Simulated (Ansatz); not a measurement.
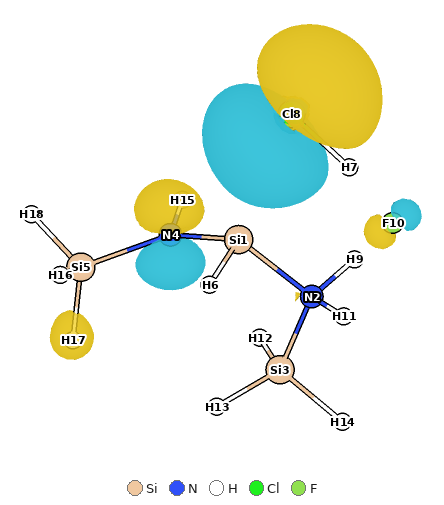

*H₁₀N₂Si₃···HCl···F (doublet). The HOMO−1 (β) at ±0.1 Å⁻³ᐟ² (yellow and cyan are the two phases), seen across its widest extent.*

A transition-state structure; geometry: PBE0-D4/def2-TZVP.

All numbers below come from UKS PBE0-D4/def2-TZVPP in Ansatz 0.2.0.

```csv
atom,x (Å),y (Å),z (Å)
Si,-0.0058,-0.4214,1.3498
N,1.5082,0.0963,0.4679
Si,1.4767,-0.2073,-1.3013
N,-1.3193,-0.1601,0.2917
Si,-2.4037,-1.3210,-0.4095
H,0.1501,-1.9036,1.4872
H,0.6698,2.7406,1.1433
Cl,-0.6865,2.7505,1.5926
H,1.7139,1.3090,0.6071
F,1.8555,2.4752,0.7191
H,2.3177,-0.3481,0.8980
H,0.6379,0.8338,-1.9247
H,0.9403,-1.5655,-1.5556
H,2.8822,-0.1186,-1.7641
H,-1.5829,0.8185,0.2249
H,-2.3941,-2.5478,0.4260
H,-1.9933,-1.6953,-1.7911
H,-3.7666,-0.7354,-0.4614
```

**Where does this orbital lie, and at what energy?**

By Hirshfeld shares it lies mainly on Cl8 (about 80 %); largely a lone pair of Cl8. Its energy is −8.24 eV.
